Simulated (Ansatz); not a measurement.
# How aqueous Rb+ and HSO4- changes with salt concentration

How do pressure, forces, levels, charges and cost change as salt is added?

Computed with Ansatz 0.2.0: Kohn-Sham DFT, PBEsol, PAW (set soft_2). Every run is a single point, with the atoms held where the recipe put them (cutoff of the plane-wave runs 420 eV, fixed occupations).

First member: 59 H2O, 1 Rb+, 1 HSO4- placed at random, at 1.12 g/cm³; overlaps pushed apart, then 10 ps at 420 K with Joung-Cheatham ions (J. Phys. Chem. B 112, 9020 (2008)); MMFF94 bonds, angles, torsions, charges and radii (Halgren, J. Comput. Chem. 17, 490 (1996)) in harmonic and 12-6 forms; SPC/E water (Berendsen, Grigera and Straatsma, J. Phys. Chem. 91, 6269 (1987)). Snapshot after 20 ps at 360 K and fixed volume.

Last member: 49 H2O, 5 Rb+, 5 HSO4- placed at random, at 1.58 g/cm³; overlaps pushed apart, then 10 ps at 420 K with Joung-Cheatham ions (J. Phys. Chem. B 112, 9020 (2008)); MMFF94 bonds, angles, torsions, charges and radii (Halgren, J. Comput. Chem. 17, 490 (1996)) in harmonic and 12-6 forms; SPC/E water (Berendsen, Grigera and Straatsma, J. Phys. Chem. 91, 6269 (1987)). Snapshot after 20 ps at 360 K and fixed volume.

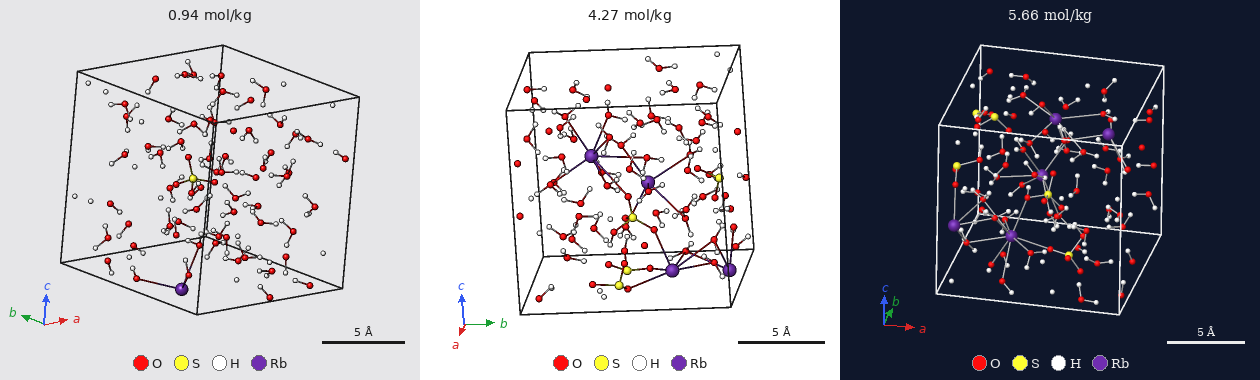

Three members of the series, labelled by salt concentration. Bonds to atoms that aren't drawn are left out. Some periodic images of atoms are drawn too.

The members:

```tsv
salt concentration (mol/kg)	reduced formula	atoms	valence electrons	k-mesh	basis	density (g/cm³)
0.94	RbH119SO63	184	512	1×1×1	plane waves	1.12
1.98	RbH57SO32	182	528	1×1×1	plane waves	1.24
4.27	RbH27SO17	184	576	1×1×1	plane waves	1.46
5.66	Rb5H103S5O69	182	592	1×1×1	plane waves	1.58
```

Each cell is one sample from a classical run, so sample-to-sample scatter enters every column; pressures lack the kinetic term, and hold the strain of bonds inside molecules, whose lengths the classical model set.

The input of the first member, without its atom lines; other members have their own cell and atoms, and may differ in mesh, basis and outputs:

```yaml
crystal:
  lattice:
    - [12.28287, 0.0, 0.0]
    - [0.0, 12.28287, 0.0]
    - [0.0, 0.0, 12.28287]
  atoms:
    [... 184 lines ...]
kpoints:
  mp_grid: { grid: [1, 1, 1] }
hamiltonian:
  xc: pbesol
scf:
  occupations: { method: fixed }
output:
  forces: true
  stress: true
  populations: true
  dos:
    method: { smearing: { sigma: 0.08 } }
    de: 0.1
    projected: { site_lists: { H: [H], O: [O], Rb: [Rb], S: [S] } }
  eigenvalues: true
  write_density: true
  write_potential: true
  volumetric_format: npy
```

Results; charges are mean Löwdin charges in e:

```tsv
salt concentration (mol/kg)	pressure (GPa)	r.m.s. force (eV/Å)	gap (eV)	q(Rb)	q(S)	q(O)
0.94	-2.26	0.517	3.90	+0.87	+2.50	-0.70
1.98	-1.30	0.577	3.82	+0.85	+2.48	-0.70
4.27	-0.410	0.670	4.10	+0.85	+2.50	-0.71
5.66	-0.155	0.746	3.61	+0.84	+2.49	-0.71
```

The gap is that between the highest filled and lowest empty Kohn-Sham level on the run's k-points, and semilocal functionals tend to put gaps under measured ones. The projection misses up to 0.041 e an atom, so the charges add up to more than the cell's charge. Each mean runs over all atoms of an element, whatever their surroundings.

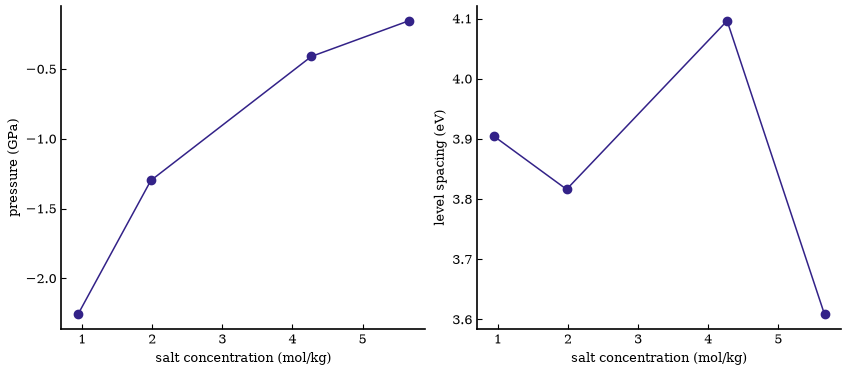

Results against salt concentration.

Cost on 8 threads of Arm Neoverse V1, shared host:

```tsv
salt concentration (mol/kg)	atoms	basis	k-mesh	SCF cycles	time	host memory (GiB)
0.94	184	plane waves	1×1×1	10	24 s	2.6
1.98	182	plane waves	1×1×1	10	24 s	2.6
4.27	184	plane waves	1×1×1	10	27 s	2.8
5.66	182	plane waves	1×1×1	10	27 s	2.8
```

Times include the outputs that each run asked for, on hosts shared with other jobs.

The gap is lowest at 5.66 mol/kg (3.61 eV) and highest at 4.27 mol/kg (4.1 eV), with no steady trend; in single samples it varies with the configuration. The pressure goes steadily from -2.3 GPa at 0.94 to -0.15 GPa at 5.66 mol/kg; the recipes set unlike densities, and the bond lengths of the classical model enter the pressure too. The r.m.s. force goes steadily from 0.52 eV/Å at 0.94 to 0.75 eV/Å at 5.66 mol/kg.

**Limits.** The network of contacts between molecules at the start is that of the classical potential that made the cell, and needn't be the one that DFT or experiment would give. For 3 of the 4 members: the concentration wasn't checked against solubility and may exceed it. The functional has no dispersion term, which matters between molecules.

[Logs are printed without paths, hosts, clocks, repeated set-up lines and the standing remarks that a program may print on its own settings, such as how far it seeks lower states.]

[Hosts, paths, dates, database ids (printed as entryN), source tags and the programs' standing remarks are cut or masked in the printed files.]

[The MMFF94 radii named for the starting cell were scaled by 0.96; in molecules described by MMFF94, hydrogen bound to N, O or S took a small fixed 12-6 site in their place.]
